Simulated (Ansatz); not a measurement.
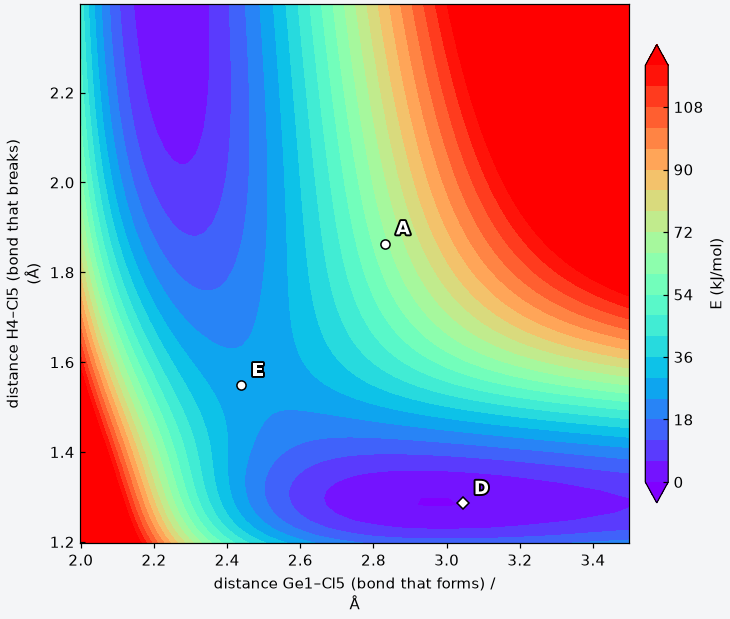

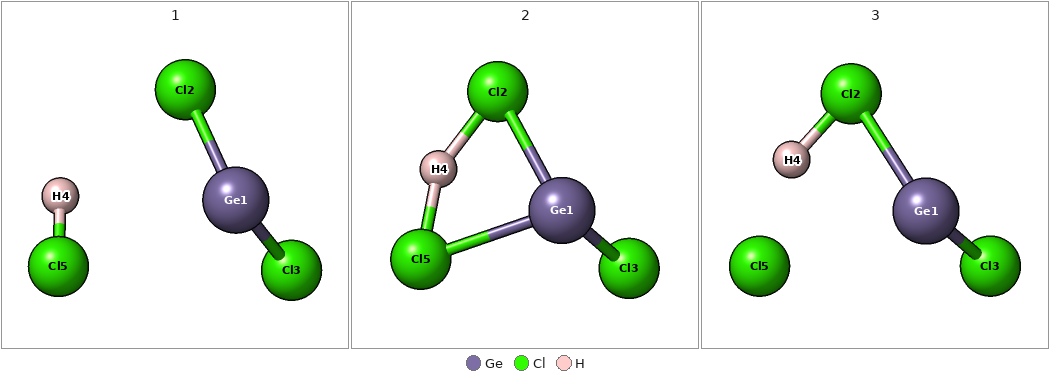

The reacting system Cl3GeH. Coordinates scanned: (1) distance Ge1–Cl5 (bond that forms); (2) distance H4–Cl5 (bond that breaks). Relaxed at each point: all other coordinates. The scan uses a 9 × 9 grid. Points are written as (first, second). Energies: kJ/mol, counted from the lowest grid point. The reference is spin-restricted, so regions where a bond is pulled apart into radicals lie too high. Theory: Ansatz 0.2.0, RKS r2SCAN0-D4/def2-SVP.

Drawn: filled contours, one colour for all values above the top of the scale, lettered points. Between grid points the surface is interpolated. The numbered pictures are the structures at these points, in random order.

> Which structure belongs to which point?

A is structure 3: (2.832 Å, 1.864 Å), 65 kJ/mol; D is structure 1: (3.045 Å, 1.286 Å), 0 kJ/mol; E is structure 2: (2.438 Å, 1.549 Å), 26 kJ/mol.
